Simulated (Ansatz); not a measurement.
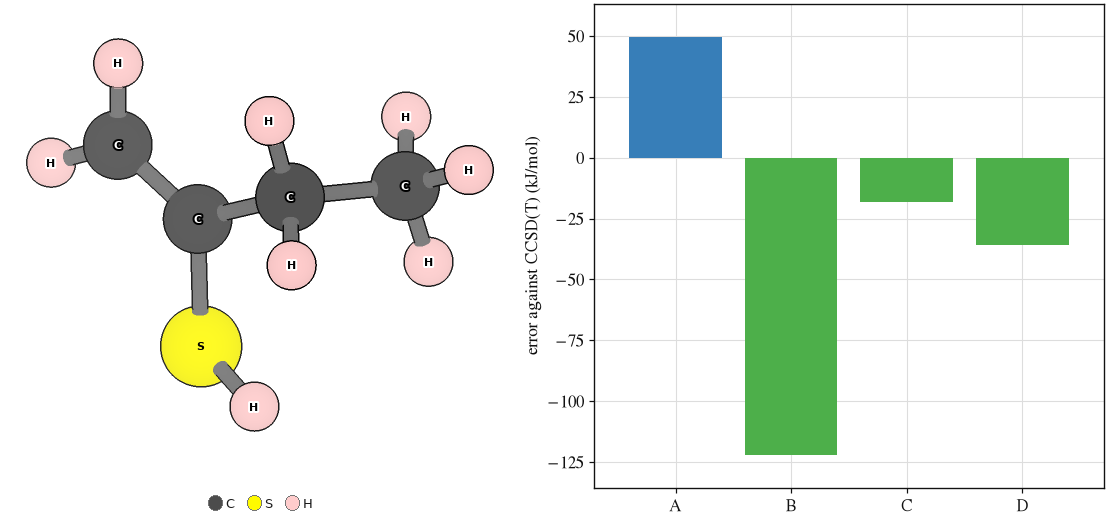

Error in the electronic atomisation energy (method less reference, so positive means overbinding) of C₄H₈S (enethiol tautomer), SMILES C=C(S)CC: functionals in def2-TZVPP against frozen-core CCSD(T) at the limit (MP2 extrapolated from triple and quadruple zeta, plus CCSD(T) less MP2 in a smaller set), which gives 5083.3 kJ/mol, at a PBE0-D4/def2-TZVP geometry (a minimum by its frequencies), no zero-point or spin-orbit term, the Ansatz code 0.2.0. The reference leaves out core correlation, a term that grows with the number of heavy atoms. No dispersion term is added to LC-wPBE.

Question: The letters stand for BHLYP-D4, HSE06-D4, LC-wPBE and r2SCAN0-D4. Which is which?

Answer: A: HSE06-D4 (49.4 kJ/mol); B: BHLYP-D4 (−122.0 kJ/mol); C: LC-wPBE (−18.1 kJ/mol); D: r2SCAN0-D4 (−35.9 kJ/mol).

Caveats, for all or some of the runs: one conformer of a flexible molecule.
